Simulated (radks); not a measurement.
# Polarisabilities and dispersion coefficients of K, Ca⁺, Sc²⁺ and others

Aim: static dipole polarisabilities and C6 coefficients, each species in its NIST ground configuration. After each ground state the linear response is solved; its values go to the run's result record, not to the log. Response by self-consistent Sternheimer equations with the Hartree and adiabatic LDA kernel, the relativistic mass of each level held fixed and spin-orbit coupling left out.

The numbers are computed with radks (a radial shooting solver on a logarithmic mesh, Libxc functionals) version 1 (scalar-relativistic Kohn-Sham, LB94 model potential, spin-unpolarised, spherical densities, finite nucleus), except any that are marked as measured or tabulated.

### 1 What is computed

| Property | Result |
| --- | --- |
| species | K ([Ar] 4s1), Ca⁺ ([Ar] 4s1), Sc²⁺ ([Ar] 3d1), Ti³⁺ ([Ar] 3d1), V⁴⁺ ([Ar] 3d1), Cr⁵⁺ ([Ar] 3d1), Mn⁶⁺ ([Ar] 3d1), Fe⁷⁺ ([Ar] 3d1), Co⁸⁺ ([Ar] 3d1) |

In the logs a row gives level, spin channel, occupation and eigenvalue; Etot, Ekin, Encl (electron-nucleus), Eh (Hartree) and Exc are energies, all in hartree; err is the last residual, it the number of iterations.

LB94 adds a gradient term to the LDA potential that gives it a −1/r tail. It is a model potential with no energy functional, so Etot and Exc are not given.

### 2 K, [Ar] 4s1

Settings of this run:

```text
Z 19
configuration [Ar] 4s1
relativity scalar-relativistic
functional lda,pw
model_potential LB94
spin unpolarised
nucleus finite rms 3.4349 fm
c 137.035999084
response adiabatic LDA kernel
```

Output:

```text
1s      1   2.0000        -131.44086404
2s      1   2.0000         -13.61490052
2p      1   6.0000         -10.93197568
3s      1   2.0000          -1.47303375
3p      1   6.0000          -0.87525685
4s      1   1.0000          -0.18169224
Etot None
Ekin 609.4408882492071
Encl -1438.2785003597046
Eh 260.28122378703387
Exc None
err 3.1222087457600994e-09
it 13
```

4s is the highest filled level (-4.944 eV). The response step gives α = 147.6 bohr³ (186.7 without the induced potential) and C6 = 1460 hartree bohr⁶.

From the orbitals of this run (lengths in bohr):

| level | occupation | energy (eV) | <r> | outermost maximum (interpolated) | 90 % within | nodes |
| --- | --- | --- | --- | --- | --- | --- |
| 1s | 2 | -3576.7 | 0.08078 | 0.0530 | 0.144 | 0 |
| 2s | 2 | -370.48 | 0.3865 | 0.319 | 0.601 | 1 |
| 2p | 6 | -297.47 | 0.3483 | 0.262 | 0.575 | 0 |
| 3s | 2 | -40.083 | 1.271 | 1.07 | 1.92 | 2 |
| 3p | 6 | -23.817 | 1.429 | 1.15 | 2.23 | 1 |
| 4s | 1 | -4.944 | 4.286 | 3.48 | 6.54 | 3 |

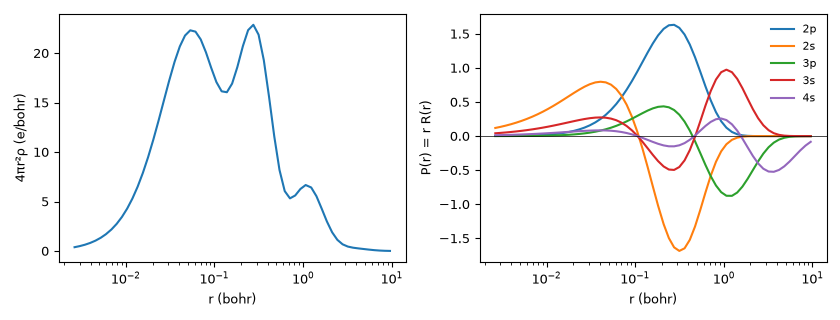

Radial density (left) and radial functions of outer levels (right).

### 3 Ca⁺, [Ar] 4s1

Settings of this run:

```text
Z 20
configuration [Ar] 4s1
relativity scalar-relativistic
functional lda,pw
model_potential LB94
spin unpolarised
nucleus finite rms 3.4776 fm
c 137.035999084
response adiabatic LDA kernel
```

Output:

```text
1s      1   2.0000        -147.52220563
2s      1   2.0000         -16.17830010
2p      1   6.0000         -13.26135299
3s      1   2.0000          -2.19647673
3p      1   6.0000          -1.50541635
4s      1   1.0000          -0.47070377
Etot None
Ekin 688.6782893321508
Encl -1615.849568451323
Eh 283.0626724065176
Exc None
err 7.544309441819592e-10
it 14
```

Highest occupied level: 4s at -12.809 eV. The response step gives α = 49.93 bohr³ (67.61 without the induced potential) and C6 = 303.0 hartree bohr⁶.

### 4 Sc²⁺, [Ar] 3d1

Settings of this run:

```text
Z 21
configuration [Ar] 3d1
relativity scalar-relativistic
functional lda,pw
model_potential LB94
spin unpolarised
nucleus finite rms 3.5459 fm
c 137.035999084
response adiabatic LDA kernel
```

Output:

```text
1s      1   2.0000        -164.43873686
2s      1   2.0000         -18.76189408
2p      1   6.0000         -15.61026410
3s      1   2.0000          -2.83880518
3p      1   6.0000          -2.06464253
3d      1   1.0000          -0.93827544
Etot None
Ekin 773.1142880260766
Encl -1807.5177682287451
Eh 309.754370815703
Exc None
err 2.076304906354522e-09
it 14
```

The top filled level is 3d, -25.532 eV. The response step gives α = 4.276 bohr³ (5.861 without the induced potential) and C6 = 13.23 hartree bohr⁶.

### 5 Ti³⁺, [Ar] 3d1

Settings of this run:

```text
Z 22
configuration [Ar] 3d1
relativity scalar-relativistic
functional lda,pw
model_potential LB94
spin unpolarised
nucleus finite rms 3.5921 fm
c 137.035999084
response adiabatic LDA kernel
```

Output:

```text
1s      1   2.0000        -182.54792496
2s      1   2.0000         -21.80515525
2p      1   6.0000         -18.40826366
3s      1   2.0000          -3.77986067
3p      1   6.0000          -2.90902387
3d      1   1.0000          -1.60008205
Etot None
Ekin 863.099575890612
Encl -2006.8054243028103
Eh 333.09693225638335
Exc None
err 1.263311709899188e-09
it 14
```

Highest occupied level: 3d at -43.540 eV. The response step gives α = 2.263 bohr³ (3.272 without the induced potential) and C6 = 5.942 hartree bohr⁶.

### 6 V⁴⁺, [Ar] 3d1

Settings of this run:

```text
Z 23
configuration [Ar] 3d1
relativity scalar-relativistic
functional lda,pw
model_potential LB94
spin unpolarised
nucleus finite rms 3.6002 fm
c 137.035999084
response adiabatic LDA kernel
```

Output:

```text
1s      1   2.0000        -201.70102993
2s      1   2.0000         -25.12125819
2p      1   6.0000         -21.47203918
3s      1   2.0000          -4.84752142
3p      1   6.0000          -3.87704032
3d      1   1.0000          -2.39053145
Etot None
Ekin 958.5001196238865
Encl -2216.5021443218884
Eh 356.2561341593925
Exc None
err 3.2385141546919578e-09
it 14
```

3d is the highest filled level (-65.050 eV). The response step gives α = 1.451 bohr³ (2.150 without the induced potential) and C6 = 3.175 hartree bohr⁶.

### 7 Cr⁵⁺, [Ar] 3d1

Settings of this run:

```text
Z 24
configuration [Ar] 3d1
relativity scalar-relativistic
functional lda,pw
model_potential LB94
spin unpolarised
nucleus finite rms 3.6452 fm
c 137.035999084
response adiabatic LDA kernel
```

Output:

```text
1s      1   2.0000        -221.89859776
2s      1   2.0000         -28.70709201
2p      1   6.0000         -24.79807433
3s      1   2.0000          -6.03750247
3p      1   6.0000          -4.96479266
3d      1   1.0000          -3.30396899
Etot None
Ekin 1059.3407979762178
Encl -2436.7017550735263
Eh 379.30111761364765
Exc None
err 4.112595076473389e-09
it 14
```

3d is the highest filled level (-89.906 eV). The response step gives α = 1.016 bohr³ (1.524 without the induced potential) and C6 = 1.866 hartree bohr⁶.

### 8 Mn⁶⁺, [Ar] 3d1

Settings of this run:

```text
Z 25
configuration [Ar] 3d1
relativity scalar-relativistic
functional lda,pw
model_potential LB94
spin unpolarised
nucleus finite rms 3.7057 fm
c 137.035999084
response adiabatic LDA kernel
```

Output:

```text
1s      1   2.0000        -243.14266663
2s      1   2.0000         -32.56120929
2p      1   6.0000         -28.38442876
3s      1   2.0000          -7.34758778
3p      1   6.0000          -6.17022224
3d      1   1.0000          -4.33715769
Etot None
Ekin 1165.6534265850278
Encl -2667.4818488873743
Eh 402.27163609145884
Exc None
err 3.30797908611292e-09
it 14
```

3d is the highest filled level (-118.02 eV). The response step gives α = 0.7490 bohr³ (1.131 without the induced potential) and C6 = 1.170 hartree bohr⁶.

### 9 Fe⁷⁺, [Ar] 3d1

Settings of this run:

```text
Z 26
configuration [Ar] 3d1
relativity scalar-relativistic
functional lda,pw
model_potential LB94
spin unpolarised
nucleus finite rms 3.7377 fm
c 137.035999084
response adiabatic LDA kernel
```

Output:

```text
1s      1   2.0000        -265.43607288
2s      1   2.0000         -36.68301343
2p      1   6.0000         -32.22993879
3s      1   2.0000          -8.77652866
3p      1   6.0000          -7.49210573
3d      1   1.0000          -5.48803591
Etot None
Ekin 1277.47515488055
Encl -2908.915382764505
Eh 425.193909614773
Exc None
err 2.36439612163738e-09
it 14
```

Highest occupied level: 3d at -149.34 eV. The response step gives α = 0.5720 bohr³ (0.8671 without the induced potential) and C6 = 0.7679 hartree bohr⁶.

### 10 Co⁸⁺, [Ar] 3d1

Settings of this run:

```text
Z 27
configuration [Ar] 3d1
relativity scalar-relativistic
functional lda,pw
model_potential LB94
spin unpolarised
nucleus finite rms 3.7875 fm
c 137.035999084
response adiabatic LDA kernel
```

Output:

```text
1s      1   2.0000        -288.78210128
2s      1   2.0000         -41.07242682
2p      1   6.0000         -36.33390352
3s      1   2.0000         -10.32360942
3p      1   6.0000          -8.92967285
3d      1   1.0000          -6.75520083
Etot None
Ekin 1394.8467013519116
Encl -3161.0735996081003
Eh 448.0866578738953
Exc None
err 1.8569724839927391e-09
it 14
```

Highest occupied level: 3d at -183.82 eV. The response step gives α = 0.4483 bohr³ (0.6810 without the induced potential) and C6 = 0.5229 hartree bohr⁶.

### 11 What came out

| species | −ε(HOMO) (eV) | α (bohr³) | α uncoupled (bohr³) | C6 (hartree bohr⁶) | C8 (hartree bohr⁸) | recommended α (bohr³) |
| --- | --- | --- | --- | --- | --- | --- |
| K | 4.944 | 147.6 | 186.7 | 1460 | 159538 | 289.7 |
| Ca⁺ | 12.809 | 49.93 | 67.61 | 303.0 | 9890 | - |
| Sc²⁺ | 25.532 | 4.276 | 5.861 | 13.23 | - | - |
| Ti³⁺ | 43.540 | 2.263 | 3.272 | 5.942 | - | - |
| V⁴⁺ | 65.050 | 1.451 | 2.150 | 3.175 | - | - |
| Cr⁵⁺ | 89.906 | 1.016 | 1.524 | 1.866 | - | - |
| Mn⁶⁺ | 118.02 | 0.7490 | 1.131 | 1.170 | - | - |
| Fe⁷⁺ | 149.34 | 0.5720 | 0.8671 | 0.7679 | - | - |
| Co⁸⁺ | 183.82 | 0.4483 | 0.6810 | 0.5229 | - | - |

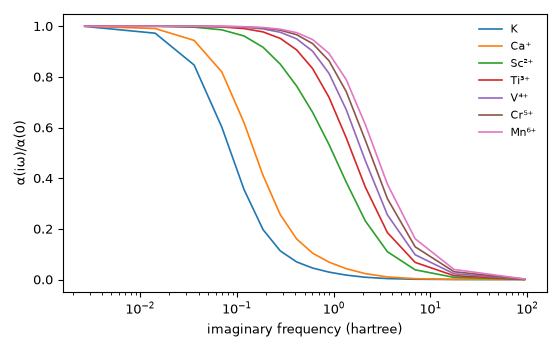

Polarisability at imaginary frequency, each scaled by its static value.

What this shows: Uncoupled leaves out the potential induced by the response; C6 and C8 are for like pairs. K is the most polarisable and Co⁸⁺ the least, a factor 329 apart. For the pair K–Co⁸⁺ the Casimir-Polder integral gives C6 = 10.73, the rule 2·Ca·Cb/(Ca·αb/αa + Cb·αa/αb) on the like-pair values 8.646. Against the recommended values (Schwerdtfeger and Nagle, 2023 table) the misses are K -49 %. C8 is given only where no p, d or f shell is open. For heavy and open-shell atoms this level can miss by tens of per cent.
